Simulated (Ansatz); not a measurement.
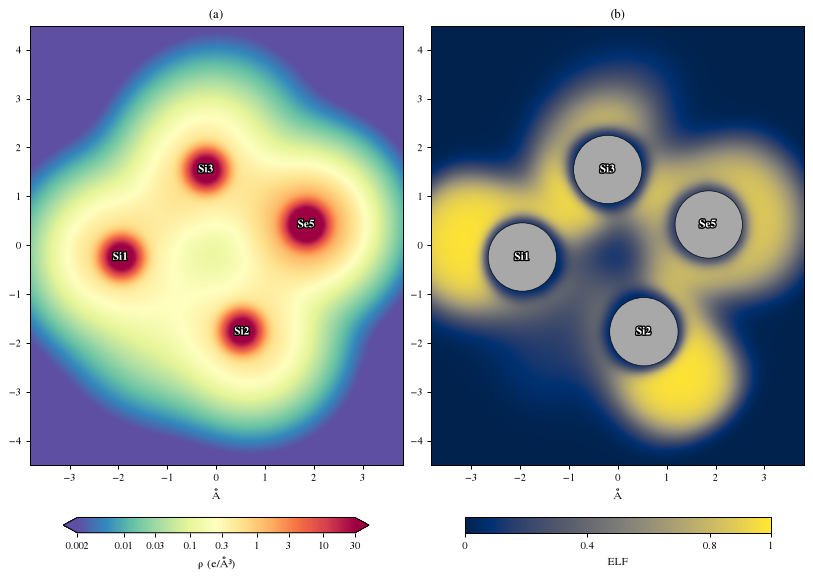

*Se4Si4 (charge +1, doublet). (a) electron density; (b) electron localisation function on the plane of atoms Si1, Si3 and Se5. Grey discs cover the atomic cores in the ELF map.*

Geometry: PBE-D4/def2-SVP.

Level of theory: UKS PBE0-D4/def2-TZVP (Ansatz 0.2.0).

Input

```
crystal:
  periodic: [false, false, false]
  atoms:
    - {symbol: Si, position_ang: [-0.943727, -1.002367, 1.398126]}
    - {symbol: Si, position_ang: [0.441079, -1.614514, -1.100297]}
    - {symbol: Si, position_ang: [0.673649, 0.896629, 1.183534]}
    - {symbol: Si, position_ang: [-0.381879, 1.673106, -1.349328]}
    - {symbol: Se, position_ang: [1.804120, 0.544924, -0.849595]}
    - {symbol: Se, position_ang: [0.437480, -2.808975, 0.864582]}
    - {symbol: Se, position_ang: [-1.735715, -0.572552, -0.831121]}
    - {symbol: Se, position_ang: [-0.294997, 2.883749, 0.684099]}
basis:
  gaussian: {orbitals: def2-TZVP, initial_orbitals: start.molden}
total_charge: 1
magnetization: {spin_polarized: true, initial_magnetization: 1}
hamiltonian: {xc: pbe0, dispersion: d4}
scf: {omitted_lower_state_checks: [starts]}
output: {orbitals: {seedname: orbitals}}
```

Command:

```sh
ansatz run in.yaml --threads 4 --pin off --events-out ev --progress --plain --max-ram 6963MiB
```

Q: What do the fields say about this system?

A: The plane passes through Si and Se nuclei.
Si–Si (2.50 Å): ρ is about 0.44 e/Å³ halfway; the ELF peaks at about 0.95 between the atoms: a covalent bond.
Si–Se (2.35 Å): ρ is about 0.62 e/Å³ halfway, with its minimum of 0.54 e/Å³ about 0.9 Å from Si; the ELF peaks at about 0.85 between the atoms, as expected for localised, covalent bonding.
Si–Se (2.57 Å): the density is about 0.45 e/Å³ at the midpoint; the ELF peaks at about 0.80 between the atoms; a shared electron pair.
The ELF also peaks beside Si2, Si1 and Se5, away from the bonds: non-bonding electrons, paired or unpaired.
